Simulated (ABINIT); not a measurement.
**TiO2 (Rutile): one start, several treatments of the self-energy**

Wanted: the gap of TiO2 (Rutile) under several approximations, with cost.

Calculated with ABINIT 10.8.3; LDA and many-body steps on it, plane waves.

**What was measured.**

- Gap 3.03 eV: direct gap, E perpendicular to c; optical experiment; 1.6 K; bulk crystal (literature value) (quoted in “Shallow Valence Band of Rutile GeO2 and P-type Doping”, 2020, arxiv:2011.08928).

- Gap 3.09 ± 0.06 eV: optical gap from Tauc plot assuming indirect allowed transition; UV/vis diffuse reflectance, Kubelka-Munk and Tauc analysis; film (30 nm ALD shell on quartz particles, grown at 200 C, annealed in air at 500 C; rutile-rich with some anatase) on SiO2 (quartz particles) (“Defect-Mediated Crystallization of the Particulate TiO2 Photocatalyst Grown by Atomic Layer Deposition”, 2024, pmc:11726664).

- Gap 3.28 eV: optical bandgap after anatase to rutile transformation; spectroscopic ellipsometry; film (polycrystalline sol-gel film on Si(100), annealed at high temperature below 800 °C) (“Photocatalytic Performance of Sol-Gel Prepared TiO2 Thin Films Annealed at Various Temperatures”, 2023, pmc:10419699).

- Gap 3.05 eV: band gap; bulk crystal (literature experimental value) (quoted in “Hydrogen related defects in titanium dioxide at the interface to palladium”, 2021, arxiv:2112.05953).

### Step 1. The structure

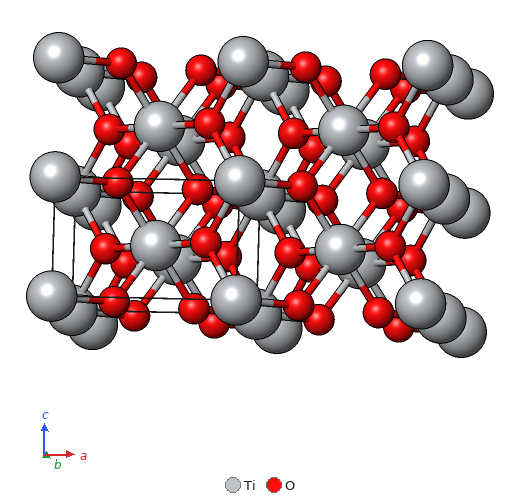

The starting structure, seen slightly off an axis (titanium light grey, oxygen red). 2×2×2 cells are drawn. Some periodic images of atoms are drawn too.

The cell and positions come from the Crystallography Open Database and are kept as given unless a step says otherwise.

### Step 2. Empty states on the mesh, 4×4×4 mesh, 218 bands

This step: ABINIT 10.8.3; DFT, LDA, plane waves, norm-conserving pseudopotentials.

The sums over transitions need many empty states on a uniform mesh; this step solves for them.

Contents of run.abi:

```
acell 3*1.0 Angstrom
rprim 
  4.592200000000 0.000000000000 0.000000000000
  0.000000000000 4.592200000000 0.000000000000
  0.000000000000 0.000000000000 2.957400000000
ntypat 2
znucl 22 8
natom 6
typat 1 1 2 2 2 2
xred 
  0.000000000000 0.000000000000 0.000000000000
  0.500000000000 0.500000000000 0.500000000000
  0.304960000000 0.304960000000 0.000000000000
  0.195040000000 0.804960000000 0.500000000000
  0.695040000000 0.695040000000 0.000000000000
  0.804960000000 0.195040000000 0.500000000000
pp_dirpath "pseudos"
pseudos "Ti.upf, O.upf"
ecut 38
ngkpt 4 4 4
nshiftk 1
shiftk 0 0 0
kptopt 1
chksymbreak 0
irdden 1
istwfk *1
nband 218
prtvol 0
optdriver 6
gwr_task "HDIAGO"
paral_kgb 0
occopt 1
indata_prefix "in"
outdata_prefix "out"
tmpdata_prefix "tmp"
```

Launch:

```bash
> OMP_NUM_THREADS=1 mpirun -n 16 abinit run.abi > log
```

Log:

```text
.Version 10.8.3 of ABINIT. v10.8.2 released Aug 2026.

 Symmetries : space group P4_2/m n m (#136); Bravais tP (primitive tetrag.)
[... echo of the input left out ...]
== DATASET  1 ==================================================================
-   mpi_nproc: 16, omp_nthreads: 1 (-1 if OMP is not activated)

--- !DatasetInfo
iteration_state: {dtset: 1, }
dimensions: {natom: 6, nkpt: 18, mband: 218, nsppol: 1, nspinor: 1, nspden: 1, mpw: 4748, }
cutoff_energies: {ecut:  38.0, pawecutdg:  -1.0, }
[...]
Direct band gap semiconductor
 Fundamental gap:     1.836 (eV)
   VBM:     5.252 (eV) at k: [ 0.0000E+00,  0.0000E+00,  0.0000E+00]
   CBM:     7.087 (eV) at k: [ 0.0000E+00,  0.0000E+00,  0.0000E+00]
 Direct gap:         1.836 (eV) at k: [ 0.0000E+00,  0.0000E+00,  0.0000E+00]

== END DATASET(S) ==============================================================
================================================================================

 -outvars: echo values of variables after computation  --------
           etotal      0.0000000000E+00
            nband         218
             nkpt          18
          spgroup         136
 [... the other variables as echoed above ...]

 Calculation completed.
```

The job ended after 5.7 min (16 MPI ranks of Arm Neoverse N1, shared host; peak memory 20 GiB; 82 min of CPU time).

Numbers from this step:

* gap: 1.836 eV
* k of the valence top: 0, 0, 0
* k of the conduction bottom: 0, 0, 0
* least direct gap: 1.836 eV
* k points computed: 18
* lowest point of the top converged band, above the valence top: 107.4225 eV

On this mesh the gap is 1.836 eV.

The density comes from a self-consistent run that is not shown.

### Step 3. Screening, 4×4×4 mesh, 210 bands, screening to 190.5 eV

The RPA dielectric matrix is built and inverted for each q.

This step: RPA screening on LDA, plane waves, norm-conserving pseudopotentials.

Changes to run.abi since step 2:

```diff
@@ -24,10 +24,11 @@
 chksymbreak 0
-irdden 1
 istwfk *1
-nband 218
-prtvol 0
-optdriver 6
-gwr_task "HDIAGO"
-paral_kgb 0
 occopt 1
+irdwfk 1
+optdriver 3
+nband 210
+ecuteps 7
+inclvkb 2
+awtr 1
+symchi 1
 indata_prefix "in"
```

Log:

```text
.Version 10.8.3 of ABINIT. v10.8.2 released Aug 2026.

 Symmetries : space group P4_2/m n m (#136); Bravais tP (primitive tetrag.)
[... echo of the input left out ...]
== DATASET  1 ==================================================================
-   mpi_nproc: 16, omp_nthreads: 1 (-1 if OMP is not activated)

--- !DatasetInfo
iteration_state: {dtset: 1, }
dimensions: {natom: 6, nkpt: 18, mband: 210, nsppol: 1, nspinor: 1, nspden: 1, mpw: 4748, }
cutoff_energies: {ecut:  38.0, pawecutdg:  -1.0, }
electrons: {nelect:   4.80000000E+01, charge:   0.00000000E+00, occopt:   1.00000000E+00, tsmear:   1.00000000E-02, }

 SCREENING: Calculation of the susceptibility and dielectric matrices

 Based on a program developped by R.W. Godby, V. Olevano, G. Onida, and L. Reining.
 Incorporated in ABINIT by V. Olevano, G.-M. Rignanese, and M. Torrent.
.Using double precision arithmetic ; gwpc =  8

[... cell and pseudopotentials left out ...]
--------------------------------------------------------------------------------

 ==== K-mesh for the wavefunctions ====
 Number of points in the irreducible wedge :    18
[... list of points left out ...]
 Together with 16 symmetry operations and time-reversal symmetry
 yields    64 points in the full Brillouin Zone.

 ==== Q-mesh for the screening function ====
 Number of points in the irreducible wedge :    18
[... list of points left out ...]
 Together with 16 symmetry operations and time-reversal symmetry
 yields    64 points in the full Brillouin Zone.

 setmesh: FFT mesh size selected  =    36x   36x   24
          total number of points  =        31104

 vcoul_init : cutoff-mode = AUXILIARY_FUNCTION
 q-points for optical limit:   1
     1)      0.000010    0.000020    0.000030

- screening: taking advantage of time-reversal symmetry
- Maximum band index for partially occupied states nbvw = 24
- Remaining bands to be divided among processors   nbcw = 186
- Number of bands treated by each node ~11

 Number of electrons calculated from density =   48.0000; Expected =   48.0000
 average of density, n =  0.114049
 r_s =    1.2792
 omega_plasma =   32.5763 [eV]

 calculating chi0 at frequencies [eV] :
  1    0.000000E+00    0.000000E+00
  2    0.000000E+00    3.257632E+01

--------------------------------------------------------------------------------
  q-point number  1        q = ( 0.000000, 0.000000, 0.000000) [r.l.u.]
--------------------------------------------------------------------------------
[... chi0 elements left out ...]
 For q-point:  0.000010 0.000020 0.000030
  dielectric constant =   8.8975
  dielectric constant without local fields =   9.3509

  Average fulfillment of the sum rule on Im[epsilon] for q-point    1 :     71.86  [%]
[... wings left out ...]
  q-point number  2        q = ( 0.250000, 0.000000, 0.000000) [r.l.u.]
--------------------------------------------------------------------------------
[... chi0 elements left out ...]
  Average fulfillment of the sum rule on Im[epsilon] for q-point    2 :     80.05  [%]

 [... 16 further q-points ...]
```

It took 9.5 min on 16 MPI ranks; peak memory 7.4 GiB; 2.4 h of CPU time.

This step gave:

- ε∞ with local fields, on this mesh, along the program's q direction: 8.898
- the same without local fields: 9.351
- plasma frequency: 32.58 eV
- plane waves in the screening matrix: 383

Local fields lower ε∞ by 5 %. On a Γ-centred mesh this coarse the value itself is usually too large, while a short band sum pulls it down.

### Step 4. G0W0, Godby-Needs plasmon pole

The self-energy is evaluated for the states that the input lists, and the levels follow from it, in one-shot runs by the linearised quasiparticle equation.

This step: G0W0 on LDA, plane waves, norm-conserving pseudopotentials.

Changes to run.abi since step 3:

```diff
@@ -27,8 +27,15 @@
 irdwfk 1
-optdriver 3
+optdriver 4
 nband 210
+gwcalctyp 0
+ecutsigx 38
+symsigma 1
+nkptgw 1
+kptgw 
+  0.0000000000 0.0000000000 0.0000000000
+bdgw 
+  22 26
 ecuteps 7
-inclvkb 2
-awtr 1
-symchi 1
+irdscr 1
+ppmodel 1
 indata_prefix "in"
```

Log:

```text
.Version 10.8.3 of ABINIT. v10.8.2 released Aug 2026.

 Symmetries : space group P4_2/m n m (#136); Bravais tP (primitive tetrag.)
[... echo of the input left out ...]
== DATASET  1 ==================================================================
-   mpi_nproc: 16, omp_nthreads: 1 (-1 if OMP is not activated)

--- !DatasetInfo
iteration_state: {dtset: 1, }
dimensions: {natom: 6, nkpt: 18, mband: 210, nsppol: 1, nspinor: 1, nspden: 1, mpw: 4748, }
cutoff_energies: {ecut:  38.0, pawecutdg:  -1.0, }
electrons: {nelect:   4.80000000E+01, charge:   0.00000000E+00, occopt:   1.00000000E+00, tsmear:   1.00000000E-02, }

 SIGMA: Calculation of the GW corrections

 Based on a program developped by R.W. Godby, V. Olevano, G. Onida, and L. Reining.
 Incorporated in ABINIT by V. Olevano, G.-M. Rignanese, and M. Torrent.
.Using double precision arithmetic ; gwpc =  8

[... cell and pseudopotentials left out ...]
--------------------------------------------------------------------------------

 ==== K-mesh for the wavefunctions ====
 Number of points in the irreducible wedge :    18
[... list of points left out ...]
 Together with 16 symmetry operations and time-reversal symmetry
 yields    64 points in the full Brillouin Zone.

 ==== Q-mesh for screening function ====
 Number of points in the irreducible wedge :    18
[... list of points left out ...]
 Together with 16 symmetry operations and time-reversal symmetry
 yields    64 points in the full Brillouin Zone.

 vcoul_init : cutoff-mode = AUXILIARY_FUNCTION
 q-points for optical limit:   1
     1)      0.000010    0.000020    0.000030
 setmesh: FFT mesh size selected  =    50x   50x   32
          total number of points  =        80000

 Number of electrons calculated from density =   48.0000; Expected =   48.0000
 average of density, n =  0.114049
 r_s =    1.2792
 omega_plasma =   32.5763 [eV]

 === KS Band Gaps ===
  >>>> For spin  1
   Minimum direct gap =   1.8359 [eV], located at k-point      :   0.0000  0.0000  0.0000
   Fundamental gap    =   1.8359 [eV], Top of valence bands at :   0.0000  0.0000  0.0000
                                       Bottom of conduction at :   0.0000  0.0000  0.0000
 SIGMA fundamental parameters:
 PLASMON POLE MODEL  1
 number of plane-waves for SigmaX                 4679
 number of plane-waves for SigmaC and W            383
 number of plane-waves for wavefunctions          4679
 number of bands                                   210
 number of independent spin polarizations            1
 number of spinorial components                      1
 number of k-points in IBZ                          18
 number of q-points in IBZ                          18
 number of symmetry operations                      16
 number of k-points in BZ                           64
 number of q-points in BZ                           64
 number of frequencies for dSigma/dE                 9
 frequency step for dSigma/dE [eV]                0.25
 number of omega for Sigma on real axis              0
 max omega for Sigma on real axis  [eV]           0.00
 zcut for avoiding poles [eV]                     0.10

 EPSILON^-1 parameters (SCR file):
 dimension of the eps^-1 matrix on file            383
 dimension of the eps^-1 matrix used               383
 number of plane-waves for wavefunctions          4679
 number of bands                                   210
 number of q-points in IBZ                          18
 number of frequencies                               2
 number of real frequencies                          1
 number of imag frequencies                          1

 matrix elements of self-energy operator (all in [eV])

 Perturbative Calculation

--- !SelfEnergy_ee
iteration_state: {dtset: 1, }
kpoint     : [   0.000,    0.000,    0.000, ]
spin       : 1
KS_gap     :    1.836
QP_gap     :    3.407
Delta_QP_KS:    1.571
data: !SigmaeeData |
     Band     E0 <VxcDFT>   SigX SigC(E0)      Z dSigC/dE  Sig(E)    E-E0       E
       22   4.794 -20.412 -25.069   4.499   0.766  -0.306 -20.533  -0.121   4.672
       23   4.794 -20.412 -25.069   4.499   0.766  -0.306 -20.533  -0.121   4.672
       24   5.252 -20.169 -24.942   4.651   0.761  -0.314 -20.262  -0.093   5.159
       25   7.087 -20.077 -12.040  -6.130   0.775  -0.290 -18.598   1.478   8.566
       26   7.371 -19.692 -12.025  -5.857   0.778  -0.285 -18.283   1.409   8.780

== END DATASET(S) ==============================================================
================================================================================

 -outvars: echo values of variables after computation  --------
           etotal      0.0000000000E+00
            nband         210
             nkpt          18
          spgroup         136
 [... the other variables as echoed above ...]

 Calculation completed.
```

It took 22 s on 16 MPI ranks; peak memory 5.9 GiB.

This step gave:

| Item | Value |
| --- | --- |
| G0W0 gap on the points computed | 3.407 eV |
| starting gap on the mesh | 1.836 eV |
| k of the valence top | 0, 0, 0 |
| k of the conduction bottom | 0, 0, 0 |
| Z at the valence top | 0.761 |
| Z at the conduction bottom | 0.775 |
| least direct G0W0 gap on the computed points | 3.407 eV |

The gap on the mesh goes from 1.84 eV to 3.41 eV, a correction of +1.57 eV.

### Step 5. G0W0, Hybertsen-Louie plasmon pole

Changes to run.abi since step 4:

```diff
@@ -39,3 +39,3 @@
 irdscr 1
-ppmodel 1
+ppmodel 2
 indata_prefix "in"
```

Log:

```text
.Version 10.8.3 of ABINIT. v10.8.2 released Aug 2026.

 Symmetries : space group P4_2/m n m (#136); Bravais tP (primitive tetrag.)
[... echo of the input left out ...]
== DATASET  1 ==================================================================
-   mpi_nproc: 16, omp_nthreads: 1 (-1 if OMP is not activated)

--- !DatasetInfo
iteration_state: {dtset: 1, }
dimensions: {natom: 6, nkpt: 18, mband: 210, nsppol: 1, nspinor: 1, nspden: 1, mpw: 4748, }
cutoff_energies: {ecut:  38.0, pawecutdg:  -1.0, }
electrons: {nelect:   4.80000000E+01, charge:   0.00000000E+00, occopt:   1.00000000E+00, tsmear:   1.00000000E-02, }

 SIGMA: Calculation of the GW corrections

 Based on a program developped by R.W. Godby, V. Olevano, G. Onida, and L. Reining.
 Incorporated in ABINIT by V. Olevano, G.-M. Rignanese, and M. Torrent.
.Using double precision arithmetic ; gwpc =  8

[... cell and pseudopotentials left out ...]
--------------------------------------------------------------------------------

 ==== K-mesh for the wavefunctions ====
 Number of points in the irreducible wedge :    18
[... list of points left out ...]
 Together with 16 symmetry operations and time-reversal symmetry
 yields    64 points in the full Brillouin Zone.

 ==== Q-mesh for screening function ====
 Number of points in the irreducible wedge :    18
[... list of points left out ...]
 Together with 16 symmetry operations and time-reversal symmetry
 yields    64 points in the full Brillouin Zone.

 vcoul_init : cutoff-mode = AUXILIARY_FUNCTION
 q-points for optical limit:   1
     1)      0.000010    0.000020    0.000030
 setmesh: FFT mesh size selected  =    50x   50x   32
          total number of points  =        80000

 Number of electrons calculated from density =   48.0000; Expected =   48.0000
[...]
number of q-points in IBZ                          18
 number of symmetry operations                      16
 number of k-points in BZ                           64
 number of q-points in BZ                           64
 number of frequencies for dSigma/dE                 9
 frequency step for dSigma/dE [eV]                0.25
 number of omega for Sigma on real axis              0
 max omega for Sigma on real axis  [eV]           0.00
 zcut for avoiding poles [eV]                     0.10

 EPSILON^-1 parameters (SCR file):
 dimension of the eps^-1 matrix on file            383
 dimension of the eps^-1 matrix used               383
 number of plane-waves for wavefunctions          4679
 number of bands                                   210
 number of q-points in IBZ                          18
 number of frequencies                               2
 number of real frequencies                          1
 number of imag frequencies                          1

 matrix elements of self-energy operator (all in [eV])

 Perturbative Calculation

--- !SelfEnergy_ee
iteration_state: {dtset: 1, }
kpoint     : [   0.000,    0.000,    0.000, ]
spin       : 1
KS_gap     :    1.836
QP_gap     :    4.193
Delta_QP_KS:    2.357
data: !SigmaeeData |
     Band     E0 <VxcDFT>   SigX SigC(E0)      Z dSigC/dE  Sig(E)    E-E0       E
       22   4.794 -20.412 -25.069   3.872   0.832  -0.201 -21.065  -0.654   4.140
       23   4.794 -20.412 -25.069   3.872   0.832  -0.201 -21.065  -0.654   4.140
       24   5.252 -20.169 -24.942   3.996   0.830  -0.205 -20.813  -0.644   4.607
       25   7.087 -20.077 -12.040  -6.015   0.847  -0.180 -18.364   1.713   8.800
       26   7.371 -19.692 -12.025  -5.818   0.846  -0.182 -18.127   1.565   8.936

== END DATASET(S) ==============================================================
================================================================================

 -outvars: echo values of variables after computation  --------
           etotal      0.0000000000E+00
            nband         210
             nkpt          18
          spgroup         136
 [... the other variables as echoed above ...]

 Calculation completed.
```

It took 21 s on 16 MPI ranks; peak memory 5.2 GiB.

This step gave:

```yaml
g0w0_gap_on_the_points_computed: 4.193 eV
starting_gap_on_the_mesh: 1.836 eV
k_of_the_valence_top: 0, 0, 0
k_of_the_conduction_bottom: 0, 0, 0
z_at_the_valence_top: 0.83
z_at_the_conduction_bottom: 0.847
least_direct_g0w0_gap_on_the_computed_points: 4.193 eV
```

Against G0W0 in ABINIT (4×4×4 mesh, 210 bands, screening to 190.5 eV, Godby-Needs plasmon pole), the gap moves by +0.786 eV.

### Step 6. G0W0, von der Linden-Horsch plasmon pole

Changes to run.abi since step 5:

```diff
@@ -39,3 +39,3 @@
 irdscr 1
-ppmodel 2
+ppmodel 3
 indata_prefix "in"
```

Log:

```text
.Version 10.8.3 of ABINIT. v10.8.2 released Aug 2026.

 Symmetries : space group P4_2/m n m (#136); Bravais tP (primitive tetrag.)
[... echo of the input left out ...]
== DATASET  1 ==================================================================
-   mpi_nproc: 16, omp_nthreads: 1 (-1 if OMP is not activated)

--- !DatasetInfo
iteration_state: {dtset: 1, }
dimensions: {natom: 6, nkpt: 18, mband: 210, nsppol: 1, nspinor: 1, nspden: 1, mpw: 4748, }
cutoff_energies: {ecut:  38.0, pawecutdg:  -1.0, }
[...]
24   5.252 -20.169 -24.942   4.301   0.830  -0.204 -20.561  -0.392   4.860
       25   7.087 -20.077 -12.040  -6.391   0.842  -0.187 -18.691   1.386   8.473
       26   7.371 -19.692 -12.025  -6.122   0.843  -0.186 -18.389   1.303   8.673

== END DATASET(S) ==============================================================
================================================================================

 -outvars: echo values of variables after computation  --------
           etotal      0.0000000000E+00
            nband         210
             nkpt          18
          spgroup         136
 [... the other variables as echoed above ...]

 Calculation completed.
```

It took 21 s on 16 MPI ranks; peak memory 3.6 GiB; 5.5 min of CPU time.

This step gave:

```yaml
g0w0_gap_on_the_points_computed: 3.613 eV
starting_gap_on_the_mesh: 1.836 eV
k_of_the_valence_top: 0, 0, 0
k_of_the_conduction_bottom: 0, 0, 0
least_direct_g0w0_gap_on_the_computed_points: 3.613 eV
```

Against G0W0 in ABINIT (4×4×4 mesh, 210 bands, screening to 190.5 eV, Godby-Needs plasmon pole), the gap moves by +0.206 eV.

(Part 1 of 2 ends here.)

[Paths, hosts, dates, memory and timing lines, banners, echoed tables and standing remarks are left out of the program output.]

[Logs are printed without paths, hosts, clocks, repeated set-up lines and the standing remarks that a program may print on its own settings, such as how far it seeks lower states.]

[Runs of the session that timed out or met a known fault of the program may be left out.]

[Hosts, paths, dates, database ids (printed as entryN), source tags and the programs' standing remarks are cut or masked in the printed files.]

[G0W0 gaps are taken among the corrected bands and points alone; a level outside them can change the order at an edge.]

[Where Ansatz stands beside ABINIT at settings called matched, ABINIT's density can come from a denser mesh and the files from another edition; pairs whose starting gaps differed by over 0.03 eV were left out, so agreement reads better than it is.]
